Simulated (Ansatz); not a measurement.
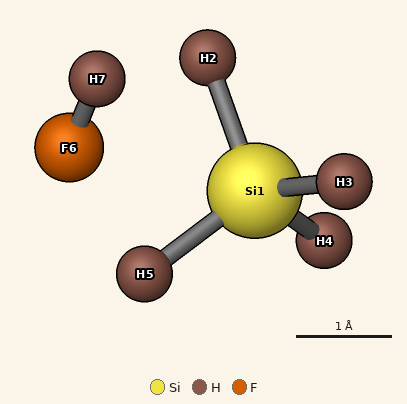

Fig. 1: The structure as given in the input (ball-and-stick view, seen at a tilt; atoms are numbered from 1 in the order of the input). Bond lengths as drawn: F–H 0.94 Å and H–Si 1.50 to 1.51 Å.

# Nudged elastic band of SiH$_{5}$F (part 1 of 2)

System: SiH$_{5}$F.
Method: RKS PBE/def2-SVP (Ansatz 0.2.0).

The run did not end well. It belongs to a series of runs on one base structure; here: band between the two ends.

## Input
```yaml
crystal:
  periodic: [false, false, false]
  atoms:
    - { symbol: Si, position_ang: [0.252052, -0.00042, -0.107093] }
    - { symbol: H, position_ang: [0.201948, -0.00137, 1.404022] }
    - { symbol: H, position_ang: [1.702043, 0.0008, -0.501843] }
    - { symbol: H, position_ang: [-0.416374, 1.235825, -0.626001] }
    - { symbol: H, position_ang: [-0.414987, -1.236713, -0.627588] }
    - { symbol: F, position_ang: [-2.441424, -0.000144, 1.299181] }
    - { symbol: H, position_ang: [-1.648958, 0.002022, 1.79972] }
basis:
  gaussian: { orbitals: def2-SVP }
hamiltonian:
  xc: pbe
neb:
  order_check: false
  images: 7
  f_tol: 0.05
  max_iterations: 60
  optimiser: fire
  climbing: immediate
  final_atoms:
    - { symbol: Si, position_ang: [-0.22799692, -5.479e-05, -0.77112689] }
    - { symbol: H, position_ang: [-0.62568184, 0.00022251, 3.53617878] }
    - { symbol: H, position_ang: [1.1471162, 0.00042888, -0.16923252] }
    - { symbol: H, position_ang: [-0.43706293, 1.23103784, -1.60276861] }
    - { symbol: H, position_ang: [-0.43629713, -1.23143303, -1.60253938] }
    - { symbol: F, position_ang: [-1.33105146, -0.00028433, 0.44800737] }
    - { symbol: H, position_ang: [-0.85472591, 8.293e-05, 2.80187924] }
  initial_path:
    images:
      - { positions_ang: [[0.252052, -0.00042, -0.107093], [0.201948, -0.00137, 1.404022], [1.702043, 0.0008, -0.501843], [-0.416374, 1.235825, -0.626001], [-0.414987, -1.236713, -0.627588], [-2.441424, -0.000144, 1.299181], [-1.648958, 0.002022, 1.79972]] }
      - { positions_ang: [[0.19164452, -0.00029568, -0.07751288], [0.14137748, -0.00103917, 1.50814542], [1.62661093, 0.00067248, -0.48542549], [-0.47816319, 1.22472401, -0.59299791], [-0.47704425, -1.22537949, -0.59422677], [-2.28086441, -0.00015728, 1.11355995], [-1.48926108, 0.00147513, 1.76885568]] }
      - { positions_ang: [[0.13123705, -0.00017135, -0.04793276], [0.08080695, -0.00070835, 1.61226884], [1.55117886, 0.00054495, -0.46900797], [-0.53995238, 1.21362301, -0.55999482], [-0.5391015, -1.21404597, -0.56086555], [-2.12030481, -0.00017056, 0.92793889], [-1.32956416, 0.00092827, 1.73799136]] }
      - { positions_ang: [[0.07082957, -4.703e-05, -0.01835264], [0.02023643, -0.00037752, 1.71639227], [1.47574679, 0.00041743, -0.45259046], [-0.60174158, 1.20252202, -0.52699172], [-0.60115875, -1.20271246, -0.52750432], [-1.95974522, -0.00018384, 0.74231784], [-1.16986724, 0.0003814, 1.70712703]] }
      - { positions_ang: [[0.0104221, 7.729e-05, 0.01122749], [-0.04033409, -4.67e-05, 1.82051569], [1.40031472, 0.0002899, -0.43617294], [-0.66353077, 1.19142103, -0.49398863], [-0.663216, -1.19137895, -0.4941431], [-1.79918563, -0.00019711, 0.55669679], [-1.01017032, -0.00016546, 1.67626271]] }
      - { positions_ang: [[-0.04918266, 4.427e-05, -0.18436111], [-0.18667103, 2.06e-05, 2.24943146], [1.33701509, 0.00032465, -0.36943784], [-0.60691381, 1.20132523, -0.77118363], [-0.60648629, -1.20139247, -0.77124217], [-1.68215209, -0.00021892, 0.52952443], [-0.97130922, -0.00010337, 1.95766684]] }
      - { positions_ang: [[-0.10878741, 1.125e-05, -0.3799497], [-0.33300797, 8.791e-05, 2.67834723], [1.27371546, 0.00035939, -0.30270273], [-0.55029685, 1.21122943, -1.04837862], [-0.54975657, -1.21140599, -1.04834124], [-1.56511854, -0.00024072, 0.50235208], [-0.93244812, -4.127e-05, 2.23907098]] }
      - { positions_ang: [[-0.16839216, -2.177e-05, -0.57553829], [-0.4793449, 0.00015521, 3.10726301], [1.21041583, 0.00039414, -0.23596763], [-0.49367989, 1.22113364, -1.32557362], [-0.49302685, -1.22141951, -1.32544031], [-1.448085, -0.00026253, 0.47517973], [-0.89358702, 2.083e-05, 2.52047511]] }
      - { positions_ang: [[-0.22799692, -5.479e-05, -0.77112689], [-0.62568184, 0.00022251, 3.53617878], [1.1471162, 0.00042888, -0.16923252], [-0.43706293, 1.23103784, -1.60276861], [-0.43629713, -1.23143303, -1.60253938], [-1.33105146, -0.00028433, 0.44800737], [-0.85472591, 8.293e-05, 2.80187924]] }
```

Command:
```bash
ansatz run input.yaml --threads 1 --pin off --max-ram 2048MiB --backend cpu --events-out ev --progress --plain --runs-dir out
```

## Log
```
Engine: ansatz 0.2.0, x86_64-unknown-linux-gnu
Functional definition: PBE
  parameter kappa = 0.804
  parameter beta = 0.06672455060314922
  exchange = pbe_x(kappa = kappa, mu = beta*pi^2/3)
  correlation = pbe_c(beta = beta)
634 factors; their error is unknown
mean field evaluation 1: about -10661.7948 eV, gradient 3.1e1 eV
mean field evaluation 2: about -10659.6419 eV, gradient 5.2e1 eV
mean field evaluation 4: about -10663.5764 eV, gradient 6.2e-1 eV
mean field evaluation 8: about -10663.5332 eV, gradient 9.5e-2 eV
mean field -10663.53317250 eV, -391.8776160871 hartree, gradient 7.9e-5 eV, S^2 0.000000; 0 other end points of the search recorded, 0 dependent functions left out
the calculation of the forces begins
reference -10663.53319947 eV, -391.8776170780 hartree; 14, 14 occupied and 43, 43 virtual orbitals, 634 factors
634 factors; their error is unknown
mean field evaluation 16: about -10659.2833 eV, gradient 5.9e1 eV
mean field -10664.44389287 eV, -391.9110844433 hartree, gradient 3.7e-5 eV, S^2 0.000000; 0 other end points of the search recorded, 0 dependent functions left out
[... from here on the field's lines of each further geometry are left out, up to the last ...]
NEB iter   1: max|band force component| = 5.045e0 eV/Å  barrier→ = 2.5616 eV  barrier← = 3.4723 eV  CI = image 4  Δτ_max = 0.0727 Å  (201 SCF iters)
NEB iter   2: max|band force component| = 2.601e0 eV/Å  barrier→ = 2.2371 eV  barrier← = 3.1478 eV  CI = image 4  Δτ_max = 0.0939 Å  (180 SCF iters)
NEB iter   3: max|band force component| = 6.163e0 eV/Å  barrier→ = 1.8105 eV  barrier← = 2.7212 eV  CI = image 4  Δτ_max = 0.0253 Å  (183 SCF iters)
NEB iter   4: max|band force component| = 2.867e0 eV/Å  barrier→ = 1.7825 eV  barrier← = 2.6933 eV  CI = image 4  Δτ_max = 0.0368 Å  (184 SCF iters)
NEB iter   5: max|band force component| = 1.268e0 eV/Å  barrier→ = 1.7288 eV  barrier← = 2.6395 eV  CI = image 4  Δτ_max = 0.0060 Å  (181 SCF iters)
NEB iter   6: max|band force component| = 1.222e0 eV/Å  barrier→ = 1.7060 eV  barrier← = 2.6167 eV  CI = image 4  Δτ_max = 0.0118 Å  (176 SCF iters)
NEB iter   7: max|band force component| = 1.184e0 eV/Å  barrier→ = 1.6630 eV  barrier← = 2.5737 eV  CI = image 4  Δτ_max = 0.0174 Å  (186 SCF iters)
NEB iter   8: max|band force component| = 1.147e0 eV/Å  barrier→ = 1.6045 eV  barrier← = 2.5152 eV  CI = image 4  Δτ_max = 0.0052 Å  (184 SCF iters)
NEB iter   9: max|band force component| = 1.138e0 eV/Å  barrier→ = 1.5884 eV  barrier← = 2.4991 eV  CI = image 4  Δτ_max = 0.0103 Å  (136 SCF iters)
NEB iter  10: max|band force component| = 1.120e0 eV/Å  barrier→ = 1.5577 eV  barrier← = 2.4684 eV  CI = image 4  Δτ_max = 0.0153 Å  (167 SCF iters)
NEB iter  11: max|band force component| = 1.093e0 eV/Å  barrier→ = 1.5154 eV  barrier← = 2.4261 eV  CI = image 4  Δτ_max = 0.0202 Å  (173 SCF iters)
NEB iter  12: max|band force component| = 1.057e0 eV/Å  barrier→ = 1.4651 eV  barrier← = 2.3758 eV  CI = image 4  Δτ_max = 0.0250 Å  (172 SCF iters)
NEB iter  13: max|band force component| = 1.014e0 eV/Å  barrier→ = 1.4110 eV  barrier← = 2.3217 eV  CI = image 4  Δτ_max = 0.0296 Å  (178 SCF iters)
NEB iter  14: max|band force component| = 9.635e-1 eV/Å  barrier→ = 1.3569 eV  barrier← = 2.2676 eV  CI = image 4  Δτ_max = 0.0380 Å  (183 SCF iters)
NEB iter  15: max|band force component| = 8.989e-1 eV/Å  barrier→ = 1.3006 eV  barrier← = 2.2113 eV  CI = image 4  Δτ_max = 0.0480 Å  (183 SCF iters)
NEB iter  16: max|band force component| = 8.170e-1 eV/Å  barrier→ = 1.2457 eV  barrier← = 2.1565 eV  CI = image 4  Δτ_max = 0.0597 Å  (183 SCF iters)
NEB iter  17: max|band force component| = 7.142e-1 eV/Å  barrier→ = 1.1958 eV  barrier← = 2.1065 eV  CI = image 4  Δτ_max = 0.0727 Å  (181 SCF iters)
NEB iter  18: max|band force component| = 6.324e-1 eV/Å  barrier→ = 1.1542 eV  barrier← = 2.0650 eV  CI = image 4  Δτ_max = 0.0858 Å  (178 SCF iters)
NEB iter  19: max|band force component| = 5.056e-1 eV/Å  barrier→ = 1.1272 eV  barrier← = 2.0379 eV  CI = image 4  Δτ_max = 0.0967 Å  (178 SCF iters)
NEB iter  20: max|band force component| = 3.925e-1 eV/Å  barrier→ = 1.1256 eV  barrier← = 2.0363 eV  CI = image 4  Δτ_max = 0.0051 Å  (177 SCF iters)
NEB iter  21: max|band force component| = 3.900e-1 eV/Å  barrier→ = 1.1255 eV  barrier← = 2.0362 eV  CI = image 4  Δτ_max = 0.0102 Å  (148 SCF iters)
NEB iter  22: max|band force component| = 4.076e-1 eV/Å  barrier→ = 1.1258 eV  barrier← = 2.0365 eV  CI = image 4  Δτ_max = 0.0050 Å  (170 SCF iters)
NEB iter  23: max|band force component| = 4.023e-1 eV/Å  barrier→ = 1.1260 eV  barrier← = 2.0368 eV  CI = image 4  Δτ_max = 0.0100 Å  (143 SCF iters)
NEB iter  24: max|band force component| = 3.922e-1 eV/Å  barrier→ = 1.1262 eV  barrier← = 2.0369 eV  CI = image 4  Δτ_max = 0.0049 Å  (155 SCF iters)
NEB iter  25: max|band force component| = 3.884e-1 eV/Å  barrier→ = 1.1260 eV  barrier← = 2.0367 eV  CI = image 4  Δτ_max = 0.0098 Å  (138 SCF iters)
NEB iter  26: max|band force component| = 3.794e-1 eV/Å  barrier→ = 1.1254 eV  barrier← = 2.0361 eV  CI = image 4  Δτ_max = 0.0047 Å  (150 SCF iters)
NEB iter  27: max|band force component| = 3.733e-1 eV/Å  barrier→ = 1.1250 eV  barrier← = 2.0357 eV  CI = image 4  Δτ_max = 0.0095 Å  (135 SCF iters)
NEB iter  28: max|band force component| = 3.609e-1 eV/Å  barrier→ = 1.1240 eV  barrier← = 2.0347 eV  CI = image 4  Δτ_max = 0.0046 Å  (143 SCF iters)
NEB iter  29: max|band force component| = 3.551e-1 eV/Å  barrier→ = 1.1235 eV  barrier← = 2.0342 eV  CI = image 4  Δτ_max = 0.0091 Å  (130 SCF iters)
NEB iter  30: max|band force component| = 3.428e-1 eV/Å  barrier→ = 1.1225 eV  barrier← = 2.0332 eV  CI = image 4  Δτ_max = 0.0044 Å  (138 SCF iters)
NEB iter  31: max|band force component| = 3.363e-1 eV/Å  barrier→ = 1.1220 eV  barrier← = 2.0328 eV  CI = image 4  Δτ_max = 0.0087 Å  (128 SCF iters)
NEB iter  32: max|band force component| = 3.233e-1 eV/Å  barrier→ = 1.1211 eV  barrier← = 2.0319 eV  CI = image 4  Δτ_max = 0.0042 Å  (135 SCF iters)
NEB iter  33: max|band force component| = 3.171e-1 eV/Å  barrier→ = 1.1208 eV  barrier← = 2.0315 eV  CI = image 4  Δτ_max = 0.0083 Å  (123 SCF iters)
NEB iter  34: max|band force component| = 3.046e-1 eV/Å  barrier→ = 1.1200 eV  barrier← = 2.0308 eV  CI = image 4  Δτ_max = 0.0040 Å  (134 SCF iters)
NEB iter  35: max|band force component| = 2.984e-1 eV/Å  barrier→ = 1.1197 eV  barrier← = 2.0305 eV  CI = image 4  Δτ_max = 0.0079 Å  (120 SCF iters)
NEB iter  36: max|band force component| = 2.859e-1 eV/Å  barrier→ = 1.1192 eV  barrier← = 2.0299 eV  CI = image 4  Δτ_max = 0.0038 Å  (132 SCF iters)
NEB iter  37: max|band force component| = 2.801e-1 eV/Å  barrier→ = 1.1190 eV  barrier← = 2.0297 eV  CI = image 4  Δτ_max = 0.0075 Å  (115 SCF iters)
NEB iter  38: max|band force component| = 2.683e-1 eV/Å  barrier→ = 1.1186 eV  barrier← = 2.0293 eV  CI = image 4  Δτ_max = 0.0035 Å  (132 SCF iters)
NEB iter  39: max|band force component| = 2.626e-1 eV/Å  barrier→ = 1.1184 eV  barrier← = 2.0291 eV  CI = image 4  Δτ_max = 0.0071 Å  (114 SCF iters)
NEB iter  40: max|band force component| = 2.513e-1 eV/Å  barrier→ = 1.1181 eV  barrier← = 2.0288 eV  CI = image 4  Δτ_max = 0.0034 Å  (124 SCF iters)
NEB iter  41: max|band force component| = 2.460e-1 eV/Å  barrier→ = 1.1180 eV  barrier← = 2.0287 eV  CI = image 4  Δτ_max = 0.0067 Å  (114 SCF iters)
NEB iter  42: max|band force component| = 2.353e-1 eV/Å  barrier→ = 1.1178 eV  barrier← = 2.0285 eV  CI = image 4  Δτ_max = 0.0032 Å  (123 SCF iters)
NEB iter  43: max|band force component| = 2.302e-1 eV/Å  barrier→ = 1.1177 eV  barrier← = 2.0284 eV  CI = image 4  Δτ_max = 0.0063 Å  (113 SCF iters)
NEB iter  44: max|band force component| = 2.201e-1 eV/Å  barrier→ = 1.1175 eV  barrier← = 2.0282 eV  CI = image 4  Δτ_max = 0.0030 Å  (123 SCF iters)
NEB iter  45: max|band force component| = 2.154e-1 eV/Å  barrier→ = 1.1174 eV  barrier← = 2.0281 eV  CI = image 4  Δτ_max = 0.0059 Å  (113 SCF iters)
NEB iter  46: max|band force component| = 2.059e-1 eV/Å  barrier→ = 1.1173 eV  barrier← = 2.0280 eV  CI = image 4  Δτ_max = 0.0028 Å  (123 SCF iters)
NEB iter  47: max|band force component| = 2.015e-1 eV/Å  barrier→ = 1.1172 eV  barrier← = 2.0280 eV  CI = image 4  Δτ_max = 0.0056 Å  (113 SCF iters)
NEB iter  48: max|band force component| = 1.925e-1 eV/Å  barrier→ = 1.1171 eV  barrier← = 2.0279 eV  CI = image 4  Δτ_max = 0.0027 Å  (122 SCF iters)
NEB iter  49: max|band force component| = 1.884e-1 eV/Å  barrier→ = 1.1171 eV  barrier← = 2.0278 eV  CI = image 4  Δτ_max = 0.0053 Å  (113 SCF iters)
NEB iter  50: max|band force component| = 1.800e-1 eV/Å  barrier→ = 1.1170 eV  barrier← = 2.0277 eV  CI = image 4  Δτ_max = 0.0025 Å  (122 SCF iters)
NEB iter  51: max|band force component| = 1.761e-1 eV/Å  barrier→ = 1.1170 eV  barrier← = 2.0277 eV  CI = image 4  Δτ_max = 0.0050 Å  (113 SCF iters)
NEB iter  52: max|band force component| = 1.683e-1 eV/Å  barrier→ = 1.1169 eV  barrier← = 2.0276 eV  CI = image 4  Δτ_max = 0.0024 Å  (121 SCF iters)
NEB iter  53: max|band force component| = 1.647e-1 eV/Å  barrier→ = 1.1169 eV  barrier← = 2.0276 eV  CI = image 4  Δτ_max = 0.0047 Å  (112 SCF iters)
NEB iter  54: max|band force component| = 1.574e-1 eV/Å  barrier→ = 1.1168 eV  barrier← = 2.0276 eV  CI = image 4  Δτ_max = 0.0022 Å  (119 SCF iters)
NEB iter  55: max|band force component| = 1.540e-1 eV/Å  barrier→ = 1.1168 eV  barrier← = 2.0275 eV  CI = image 4  Δτ_max = 0.0044 Å  (113 SCF iters)
NEB iter  56: max|band force component| = 1.472e-1 eV/Å  barrier→ = 1.1168 eV  barrier← = 2.0275 eV  CI = image 4  Δτ_max = 0.0021 Å  (119 SCF iters)
NEB iter  57: max|band force component| = 1.440e-1 eV/Å  barrier→ = 1.1168 eV  barrier← = 2.0275 eV  CI = image 4  Δτ_max = 0.0042 Å  (113 SCF iters)
NEB iter  58: max|band force component| = 1.377e-1 eV/Å  barrier→ = 1.1167 eV  barrier← = 2.0275 eV  CI = image 4  Δτ_max = 0.0020 Å  (118 SCF iters)
NEB iter  59: max|band force component| = 1.347e-1 eV/Å  barrier→ = 1.1167 eV  barrier← = 2.0274 eV  CI = image 4  Δτ_max = 0.0039 Å  (112 SCF iters)
the calculation of the forces begins
reference -10664.25439292 eV, -391.9041204486 hartree; 14, 14 occupied and 43, 43 virtual orbitals, 634 factors
these checks for a lower state are left out or cut short: starts, cluster_reference, orbital_swaps, neighbouring_geometries, increment
634 factors; their error is unknown
mean field -10664.40402154 eV, -391.9096191990 hartree, gradient 6.5e-6 eV, S^2 0.000000; 0 other end points of the search recorded, 0 dependent functions left out
the calculation of the forces begins
reference -10664.40405269 eV, -391.9096203438 hartree; 14, 14 occupied and 43, 43 virtual orbitals, 634 factors
NEB iter  60: max|band force component| = 1.311e-1 eV/Å  barrier→ = 1.1167 eV  barrier← = 2.0274 eV  CI = image 4  Δτ_max = 0.0019 Å  (117 SCF iters)
```
